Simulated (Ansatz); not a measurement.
Consider AlN in the rock salt structure (space group Fm-3m, No. 225; a = 4.045 Å; a cell from a computed database, its experimental status unchecked).

The same geometry is solved again with r2SCAN.

Levels (all Ansatz, a program for electronic structure, PAW): r2SCAN (500 eV, no spin-orbit coupling); PBEsol (420 eV, spin-orbit coupling left out).

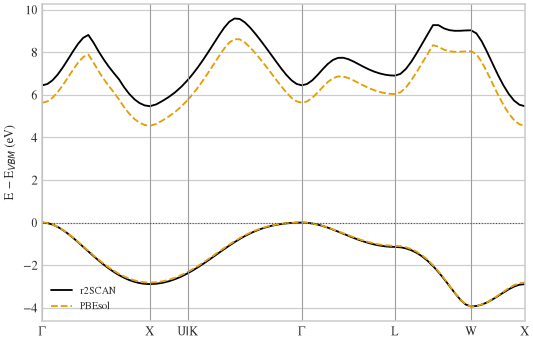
Fig. 1. Highest valence and lowest conduction band along the path, each from its own valence-band maximum

Problem. Read the r2SCAN gap and its character from the plot.

Solution. About 5.5 eV, indirect, Γ → X.

Single points use the geometry relaxed with PBEsol. Whether these cells are dynamically stable was not tested. This is not the structure that AlN has at room temperature and ambient pressure.
